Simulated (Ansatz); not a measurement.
The calculation's input:

```
crystal:
  periodic: [false, false, false]
  atoms:
    - { symbol: Si, position_ang: [0.0, 0.0, 0.0] }
    - { symbol: "N", position_ang: [0.0, 0.0, 1.82] }
    - { symbol: H, position_ang: [-0.877, -0.2713, 2.35] }
    - { symbol: H, position_ang: [0.877, 0.2713, 2.35] }
    - { symbol: O, position_ang: [1.5842, 0.0, -0.5594] }
    - { symbol: Si, position_ang: [2.4906, -1.3762, -0.8866] }
    - { symbol: H, position_ang: [1.6598, -2.3521, -1.5857] }
    - { symbol: H, position_ang: [3.6318, -1.0202, -1.7249] }
    - { symbol: H, position_ang: [2.9691, -1.9538, 0.366] }
    - { symbol: H, position_ang: [-0.6877, 1.1914, -0.4862] }
    - { symbol: H, position_ang: [-0.6877, -1.1914, -0.4862] }
basis:
  gaussian: { orbitals: "6-31G" }
hamiltonian:
  xc: r2scan
  dispersion: d4
relax:
  f_tol: 0.02
  max_steps: 40
output:
  orbitals: {}
```

Launched as:

```sh
ansatz run input.yaml --threads 1 --pin off --max-ram 2048MiB --backend cpu --events-out ev --progress --plain --runs-dir out
```

The fields are those of the run's last geometry, not of the input's.

All numbers below come from RKS r2SCAN-D4/6-31G (Ansatz 0.2.0).

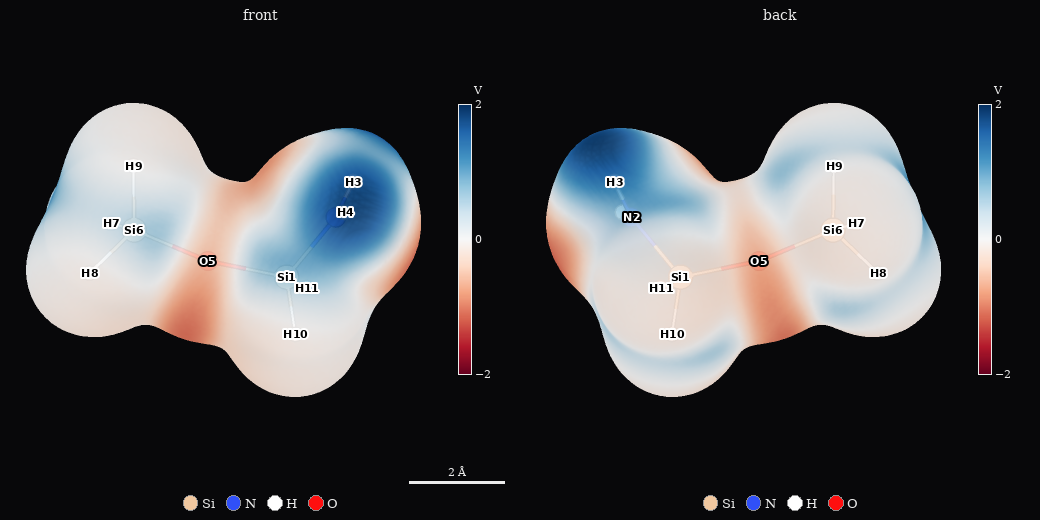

H7NOSi2. The molecular electrostatic potential painted on the density surface at 0.002 e/bohr³, seen from the front and from behind; the colour scale runs from red (negative) to blue (positive).

**Describe the electrostatic potential map.**

The most negative region (about −1.1 V) lies over N2 and O5, the most positive (about +1.9 V) over H3 and H4.
